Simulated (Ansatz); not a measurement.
Electronic density of states of amorphous Zr₂₀O₄₂Ti, density 5.19 g/cm³, on a 2×2×2 Γ-centred mesh with a Gaussian width of 0.1 eV; energies count from the Fermi level, whose place inside the gap is arbitrary. Cell and mesh are small, so fine structure isn't converged. Computed with PBE, scalar-relativistic without spin-orbit coupling (plane waves to 420 eV, PAW; Ansatz, a quantum-chemistry and plane-wave program). Sampling: a 2×2×2 Γ-centred mesh; Fermi-Dirac width 0.02 eV; no spin polarisation. At PBE the levels at the empty edge of the gap are localised (band-tail or defect states).

It comes from a melt-quench run on a machine-learned potential (CHGNet), relaxed afterwards by DFT. O atoms were pushed apart under 1.9 Å during the dynamics, to hinder bonds among them. The hot cell started wider than the set density and was brought back towards it in steps. It is the lowest in DFT energy of 2 quenches. It is a model cell: composition and starting density were chosen by hand, and all elements were melted together. No dispersion term was used. Its density started from a set value of 5.21 and ended at 5.19 g/cm³. Cooling (nominally 380 K/ps over its main leg) ran many orders faster than in experiment, which tends to leave more defects and strain. Values belong to this one cell and scatter from quench to quench. The volume was free in the relaxation, at fixed shape. Stress components on the final sampling reach 2.0 GPa. Cycles of charging lowered its energy after that relaxation.

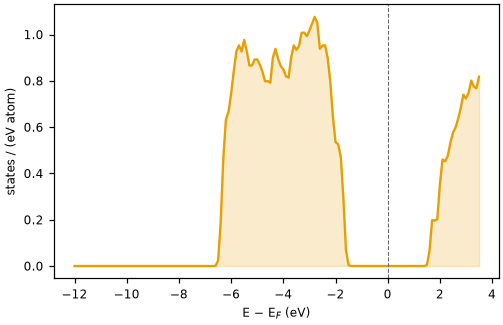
Figure: Density of states per atom

The level gap on this mesh is 3.37 eV; the broadening fills part of it in the curve.
